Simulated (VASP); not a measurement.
Band structure of EuO (rock salt). Method: AM05 GGA, VASP's PBE PAW potentials (set 64) (plane waves; VASP).

The 4f electrons are frozen in the core of the lanthanide potential, so 4f levels, which can set the real gap, and their magnetism are missing.

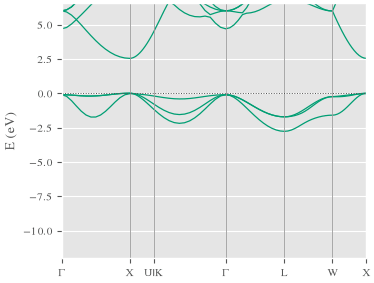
*Bands along high-symmetry lines, zero at the valence-band maximum or, without a gap, the Fermi level*

Task: Read the plot: is there a gap, and where are the band edges?

Result: The gap is direct, 2.54 eV, from the valence maximum at X to the conduction minimum at X. (Edges off the drawn lines would not show.)

The compound is EuO in the rock salt structure. It was relaxed first, which changed the volume by -13 %.
